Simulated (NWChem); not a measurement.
## SiPH5O2: energy and gradient calculation (part 2 of 2)

Continued. System: SiPH5O2, SMILES O[SiH2]OP. Method: HF/3-21G, RHF (NWChem 7.3.0). The geometry comes from this level: PBE0-D4/def2-TZVP.

Geometry of the input (Å):
```
O  -0.3079  1.1443  -1.6429
Si 0.8177  0.5620  -0.6064
O  0.3024  -0.7781  0.2018
P  -0.9422  -0.8349  1.2776
H  -0.9987  1.7069  -1.2906
H  1.1706  1.6053  0.3913
H  1.9645  0.1235  -1.4211
H  -0.3059  -1.5909  2.3026
H  -1.6120  -1.9843  0.7706
```

What the program printed, continued:
```
 Vector   17  Occ=2.000000D+00  E=-6.576093D-01
              MO Center=  1.2D-01,  4.6D-01, -4.0D-01, r^2= 3.5D+00
   Bfn.  Coefficient  Atom+Function         Bfn.  Coefficient  Atom+Function
  ----- ------------  ---------------      ----- ------------  ---------------
     6      0.210350  1 O  s                 30     -0.196487  3 O  py
     7      0.190667  1 O  px                 3      0.178974  1 O  px
     8     -0.177384  1 O  py                26     -0.171558  3 O  py
     4     -0.168700  1 O  py                18     -0.157545  2 Si pz
    45     -0.155866  5 H  s                 29     -0.153653  3 O  px

 Vector   18  Occ=2.000000D+00  E=-6.123812D-01
              MO Center= -3.2D-02, -5.0D-01,  2.2D-01, r^2= 3.1D+00
   Bfn.  Coefficient  Atom+Function         Bfn.  Coefficient  Atom+Function
  ----- ------------  ---------------      ----- ------------  ---------------
    31      0.312543  3 O  pz                27      0.249425  3 O  pz
    29     -0.219540  3 O  px                25     -0.167493  3 O  px
    17      0.164301  2 Si py                39      0.165058  4 P  py
    38      0.152016  4 P  px

 Vector   19  Occ=2.000000D+00  E=-6.006023D-01
              MO Center=  1.8D-04, -4.8D-01,  1.6D-01, r^2= 3.0D+00
   Bfn.  Coefficient  Atom+Function         Bfn.  Coefficient  Atom+Function
  ----- ------------  ---------------      ----- ------------  ---------------
    29      0.252983  3 O  px                31      0.242870  3 O  pz
    25      0.210582  3 O  px                27      0.202483  3 O  pz
    30     -0.181164  3 O  py                26     -0.153534  3 O  py

 Vector   20  Occ=2.000000D+00  E=-5.692000D-01
              MO Center=  9.4D-02, -1.2D-01, -3.4D-03, r^2= 4.0D+00
   Bfn.  Coefficient  Atom+Function         Bfn.  Coefficient  Atom+Function
  ----- ------------  ---------------      ----- ------------  ---------------
    30      0.308262  3 O  py                26      0.248958  3 O  py
     8     -0.227467  1 O  py                 4     -0.190374  1 O  py
    40      0.176043  4 P  pz                52      0.150746  8 H  s

 Vector   21  Occ=2.000000D+00  E=-5.295406D-01
              MO Center=  1.7D-02,  4.9D-01, -9.6D-01, r^2= 3.6D+00
   Bfn.  Coefficient  Atom+Function         Bfn.  Coefficient  Atom+Function
  ----- ------------  ---------------      ----- ------------  ---------------
     9      0.452169  1 O  pz                 5      0.367269  1 O  pz
    30     -0.172104  3 O  py                16     -0.167500  2 Si px

 Vector   22  Occ=2.000000D+00  E=-4.976671D-01
              MO Center=  1.5D-01,  6.9D-01, -1.3D+00, r^2= 2.6D+00
   Bfn.  Coefficient  Atom+Function         Bfn.  Coefficient  Atom+Function
  ----- ------------  ---------------      ----- ------------  ---------------
     8      0.371135  1 O  py                 7      0.341764  1 O  px
     4      0.298231  1 O  py                 3      0.274701  1 O  px
    50     -0.241469  7 H  s                 30      0.178916  3 O  py

 Vector   23  Occ=2.000000D+00  E=-4.763847D-01
              MO Center=  2.3D-01, -1.7D-01, -3.4D-02, r^2= 4.8D+00
   Bfn.  Coefficient  Atom+Function         Bfn.  Coefficient  Atom+Function
  ----- ------------  ---------------      ----- ------------  ---------------
    50      0.267887  7 H  s                 48     -0.244355  6 H  s
    54     -0.239052  9 H  s                 29     -0.232219  3 O  px
     8      0.208809  1 O  py                52      0.184059  8 H  s
    25     -0.180358  3 O  px                31     -0.176158  3 O  pz
    18     -0.173367  2 Si pz                 4      0.164530  1 O  py

 Vector   24  Occ=2.000000D+00  E=-4.495851D-01
              MO Center=  3.5D-01, -2.8D-02,  1.4D-01, r^2= 4.3D+00
   Bfn.  Coefficient  Atom+Function         Bfn.  Coefficient  Atom+Function
  ----- ------------  ---------------      ----- ------------  ---------------
    48      0.385391  6 H  s                 31     -0.302519  3 O  pz
    27     -0.228823  3 O  pz                50     -0.226112  7 H  s
    52      0.212746  8 H  s                  9     -0.209623  1 O  pz
    29     -0.204073  3 O  px                54     -0.169127  9 H  s
    47      0.167139  6 H  s                  5     -0.164200  1 O  pz

 Vector   25  Occ=2.000000D+00  E=-3.776417D-01
              MO Center= -8.4D-01, -6.4D-01,  1.1D+00, r^2= 2.3D+00
   Bfn.  Coefficient  Atom+Function         Bfn.  Coefficient  Atom+Function
  ----- ------------  ---------------      ----- ------------  ---------------
    41      0.484333  4 P  s                 39      0.344351  4 P  py
    43      0.313172  4 P  py                30     -0.277688  3 O  py
    26     -0.196927  3 O  py                54     -0.185653  9 H  s
    38     -0.181252  4 P  px                52     -0.180326  8 H  s
    35     -0.167736  4 P  py                42     -0.164884  4 P  px

 Vector   26  Occ=0.000000D+00  E= 1.470473D-01
              MO Center= -7.6D-01, -5.5D-01,  9.5D-01, r^2= 3.8D+00
   Bfn.  Coefficient  Atom+Function         Bfn.  Coefficient  Atom+Function
  ----- ------------  ---------------      ----- ------------  ---------------
    28      0.690443  3 O  s                 42     -0.607417  4 P  px
    44      0.607270  4 P  pz                43     -0.600695  4 P  py
    54     -0.539885  9 H  s                 52     -0.473099  8 H  s
    41      0.285541  4 P  s                 29     -0.252233  3 O  px
    21      0.228061  2 Si py                20      0.196360  2 Si px

 Vector   27  Occ=0.000000D+00  E= 1.812390D-01
              MO Center= -8.5D-01, -7.7D-01,  1.2D+00, r^2= 4.0D+00
   Bfn.  Coefficient  Atom+Function         Bfn.  Coefficient  Atom+Function
  ----- ------------  ---------------      ----- ------------  ---------------
    52     -0.980560  8 H  s                 44      0.958212  4 P  pz
    54      0.917020  9 H  s                 42      0.728409  4 P  px
    21     -0.233712  2 Si py                48      0.223618  6 H  s
    19     -0.200834  2 Si s                 40      0.190087  4 P  pz
    43      0.186825  4 P  py                 6      0.179936  1 O  s

 Vector   28  Occ=0.000000D+00  E= 1.985777D-01
              MO Center=  5.3D-01,  6.7D-01, -5.2D-01, r^2= 4.8D+00
   Bfn.  Coefficient  Atom+Function         Bfn.  Coefficient  Atom+Function
  ----- ------------  ---------------      ----- ------------  ---------------
     6      0.803200  1 O  s                 20      0.805513  2 Si px
    21     -0.572906  2 Si py                22      0.565052  2 Si pz
    50     -0.326829  7 H  s                 54     -0.321048  9 H  s
    28     -0.318287  3 O  s                 44     -0.267062  4 P  pz
    46     -0.222190  5 H  s                  9      0.199312  1 O  pz

 Vector   29  Occ=0.000000D+00  E= 2.413722D-01
              MO Center=  8.1D-01,  7.1D-01, -5.0D-01, r^2= 5.7D+00
   Bfn.  Coefficient  Atom+Function         Bfn.  Coefficient  Atom+Function
  ----- ------------  ---------------      ----- ------------  ---------------
    20      1.159715  2 Si px                50     -0.925974  7 H  s
    21      0.784707  2 Si py                22     -0.575803  2 Si pz
    42      0.563183  4 P  px                48     -0.513213  6 H  s
    44     -0.400575  4 P  pz                19      0.392268  2 Si s
    41      0.385827  4 P  s                 43      0.328705  4 P  py

 Vector   30  Occ=0.000000D+00  E= 2.709406D-01
              MO Center= -2.1D-01, -6.5D-01,  2.6D-01, r^2= 6.2D+00
   Bfn.  Coefficient  Atom+Function         Bfn.  Coefficient  Atom+Function
  ----- ------------  ---------------      ----- ------------  ---------------
    41      0.951567  4 P  s                 52     -0.919095  8 H  s
    54     -0.826121  9 H  s                 50     -0.747840  7 H  s
    22     -0.655586  2 Si pz                43     -0.658639  4 P  py
    21     -0.607920  2 Si py                28     -0.485886  3 O  s
    48      0.456126  6 H  s                 46      0.422048  5 H  s

 Vector   31  Occ=0.000000D+00  E= 2.931468D-01
              MO Center=  4.1D-01,  8.3D-01, -2.2D-01, r^2= 4.9D+00
   Bfn.  Coefficient  Atom+Function         Bfn.  Coefficient  Atom+Function
  ----- ------------  ---------------      ----- ------------  ---------------
    48     -1.288160  6 H  s                 19      1.212851  2 Si s
    22      1.069686  2 Si pz                46      0.656001  5 H  s
    44      0.382815  4 P  pz                 6     -0.328800  1 O  s
    42     -0.272758  4 P  px                29     -0.262415  3 O  px
     9     -0.239485  1 O  pz                21      0.232557  2 Si py

 Vector   32  Occ=0.000000D+00  E= 3.191916D-01
              MO Center= -1.1D-01,  3.1D-01, -1.3D-01, r^2= 6.3D+00
   Bfn.  Coefficient  Atom+Function         Bfn.  Coefficient  Atom+Function
  ----- ------------  ---------------      ----- ------------  ---------------
    46      0.933698  5 H  s                 21     -0.847140  2 Si py
    50     -0.815848  7 H  s                 48      0.810676  6 H  s
    20      0.786180  2 Si px                41     -0.686671  4 P  s
    54      0.684251  9 H  s                 52      0.666185  8 H  s
    43      0.629422  4 P  py                22     -0.515352  2 Si pz

 Vector   33  Occ=0.000000D+00  E= 3.525189D-01
              MO Center=  2.1D-01,  4.3D-01, -5.6D-01, r^2= 5.9D+00
   Bfn.  Coefficient  Atom+Function         Bfn.  Coefficient  Atom+Function
  ----- ------------  ---------------      ----- ------------  ---------------
    19      1.089093  2 Si s                 50     -0.856394  7 H  s
    46     -0.769446  5 H  s                 22     -0.588316  2 Si pz
    41     -0.519401  4 P  s                 21     -0.510403  2 Si py
    54      0.454201  9 H  s                  7     -0.371710  1 O  px
    52      0.356780  8 H  s                 15      0.338404  2 Si s

 Vector   34  Occ=0.000000D+00  E= 4.395083D-01
              MO Center=  1.4D+00,  3.4D-01, -9.0D-01, r^2= 3.5D+00
   Bfn.  Coefficient  Atom+Function         Bfn.  Coefficient  Atom+Function
  ----- ------------  ---------------      ----- ------------  ---------------
    19      1.919170  2 Si s                 15     -1.246897  2 Si s
    16     -0.736597  2 Si px                20      0.662608  2 Si px
    18      0.399683  2 Si pz                41      0.384851  4 P  s
    48     -0.357763  6 H  s                 22     -0.346740  2 Si pz
    28     -0.313130  3 O  s                 50     -0.283831  7 H  s

 Vector   35  Occ=0.000000D+00  E= 4.889218D-01
              MO Center=  5.3D-01,  8.1D-01, -2.9D-01, r^2= 4.5D+00
   Bfn.  Coefficient  Atom+Function         Bfn.  Coefficient  Atom+Function
  ----- ------------  ---------------      ----- ------------  ---------------
    19      1.582541  2 Si s                 17     -0.827991  2 Si py
    18     -0.753428  2 Si pz                46     -0.714337  5 H  s
    21      0.705435  2 Si py                22      0.683460  2 Si pz
    15     -0.645409  2 Si s                 20     -0.357893  2 Si px
    50     -0.356711  7 H  s                 44      0.321313  4 P  pz

 Vector   36  Occ=0.000000D+00  E= 5.926664D-01
              MO Center= -7.5D-01, -4.6D-01,  7.8D-01, r^2= 4.1D+00
   Bfn.  Coefficient  Atom+Function         Bfn.  Coefficient  Atom+Function
  ----- ------------  ---------------      ----- ------------  ---------------
    38      0.843248  4 P  px                42     -0.827702  4 P  px
    40      0.742205  4 P  pz                44     -0.699869  4 P  pz
    15     -0.518055  2 Si s                 19      0.508685  2 Si s
    16      0.504234  2 Si px                20     -0.289988  2 Si px
    18      0.258676  2 Si pz                17     -0.249181  2 Si py

 center of mass
 --------------
 x =  -0.12156870 y =  -0.08702879 z =   0.00620771

 moments of inertia (a.u.)
 ------------------
         669.206531710161        -113.106864841728         161.000169088687
        -113.106864841728         615.120890653993         293.316699476213
         161.000169088687         293.316699476213         466.712578744970

  Mulliken analysis of the total density
  --------------------------------------

    Atom       Charge   Shell Charges
 -----------   ------   -------------------------------------------------------
    1 O    8     8.87   1.99  0.41  2.12  1.49  2.88
    2 Si  14    12.48   2.00  1.97  5.87  0.67  1.33  0.28  0.35
    3 O    8     9.01   1.99  0.40  2.11  1.51  3.01
    4 P   15    14.36   2.00  1.97  5.87  0.83  1.77  0.86  1.07
    5 H    1     0.59   0.42  0.17
    6 H    1     1.28   0.44  0.84
    7 H    1     1.25   0.44  0.81
    8 H    1     1.08   0.45  0.63
    9 H    1     1.08   0.45  0.63

       Multipole analysis of the density wrt the origin
       ------------------------------------------------

     L   x y z        total         open         nuclear
     -   - - -        -----         ----         -------
     0   0 0 0     -0.000000      0.000000     50.000000

     1   1 0 0     -0.463796      0.000000     -4.744535
     1   0 1 0      0.428306      0.000000     -3.525095
     1   0 0 1      0.734315      0.000000     -0.191996

     2   2 0 0    -28.486028      0.000000    118.152409
     2   1 1 0      0.610938      0.000000     62.974765
     2   1 0 1     -0.211735      0.000000    -83.757979
     2   0 2 0    -28.698293      0.000000    150.594425
     2   0 1 1     -1.207631      0.000000   -157.161441
     2   0 0 2    -32.812198      0.000000    218.852139

                              NWChem Gradients Module
                              -----------------------

                                      H5O2PSi

  wavefunction    =   RHF

                         RHF ENERGY GRADIENTS

    atom               coordinates                        gradient
                 x          y          z           x          y          z
   1 O      -0.581847   2.162413  -3.104631    0.015615  -0.010230   0.003287
   2 Si      1.545229   1.062026  -1.145930   -0.043547   0.009915   0.007774
   3 O       0.571453  -1.470396   0.381347   -0.011696  -0.006932   0.011024
   4 P      -1.780500  -1.577732   2.414314    0.022941   0.023474  -0.025311
   5 H      -1.887269   3.225573  -2.438880    0.009967  -0.005269   0.008349
   6 H       2.212113   3.033577   0.739450    0.000700  -0.000021   0.000362
   7 H       3.712367   0.233381  -2.685490    0.000456  -0.003829  -0.002469
   8 H      -0.578067  -3.006365   4.351283    0.001048  -0.004067  -0.003266
   9 H      -3.046238  -3.749783   1.456223    0.004516  -0.003042   0.000250

                 ----------------------------------------
                 |  Time  |  1-e(secs)   |  2-e(secs)   |
                 ----------------------------------------
                 |  CPU   |       0.00   |       0.98   |
                 ----------------------------------------
                 |  WALL  |       0.00   |       0.98   |
                 ----------------------------------------

 Task  times  cpu:        3.9s     wall:        3.9s
 Total times  cpu:        3.9s     wall:        3.9s
```

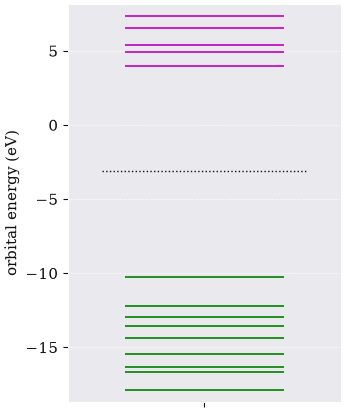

*Orbital energies near the frontier; the dotted line parts filled from empty levels, and levels within 0.02 eV of each other stand side by side.*

Highest filled −10.28 eV, lowest empty 4.00 eV, 14.28 eV apart.

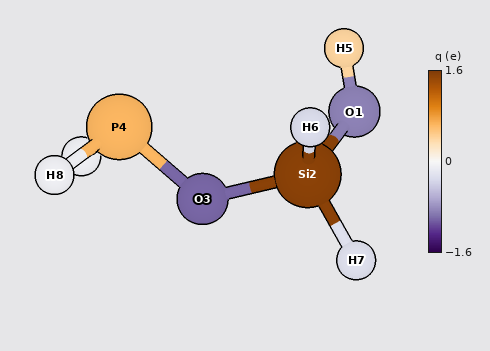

*Mulliken charges, as the colour of each atom (ball-and-stick view, seen at a tilt; atoms are numbered from 1 in the order of the input).*

By element: O −1.01 to −0.87, Si +1.52, P +0.64 and H −0.28 to +0.41 e.

Key numbers:

| quantity | value |
| --- | --- |
| outcome | converged |
| total energy | −778.254702 hartree |
| basis functions | 54 |
| largest force | 2.331 eV/Å |
| HOMO | −10.28 eV |
| LUMO | 4.00 eV |
| dipole moment | 2.46 D |
| wall time | 4.8 s |
| peak memory | 0.099 GiB |
